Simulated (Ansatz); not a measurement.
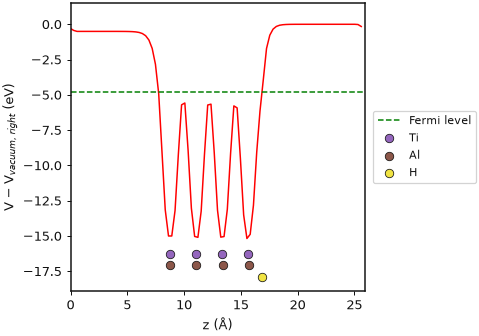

Plane-averaged electrostatic potential energy of an electron across the slab; circles at the bottom mark the heights of the atoms (positions after relaxation).

Calculation on a (101) slab cut from TiAl (P4/mmm), of composition Ti4Al4H (not the bulk's), ended by TiAl planes, 9 atoms in the cell; a = 2.80 Å, b = 4.91 Å, c = 25.90 Å, α = 90.00°, β = 90.00°, γ = 90.00°.

Level of theory: DFT PBEsol, scalar-relativistic, plane waves, PAW, no spin polarisation, 10×6×1 k mesh, Gaussian smearing of 0.1 eV; code Ansatz.

Read off the work function of each face.

The work function is 4.78 eV at the right face and 4.28 eV at the left.

Do the two faces differ, and what does that say about the slab's dipole?

The vacuum level is 0.50 eV higher at the right than at the left, so the slab carries a dipole along its normal; the ramp in the vacuum, at or near the edge of the plot, is the dipole correction that keeps each side flat. Some atoms were held fixed in the relaxation, which can itself make the faces differ.

How thick are slab and vacuum?

The outermost atoms are 8.0 Å apart, which leaves 17.9 Å of vacuum in a cell 25.9 Å high.
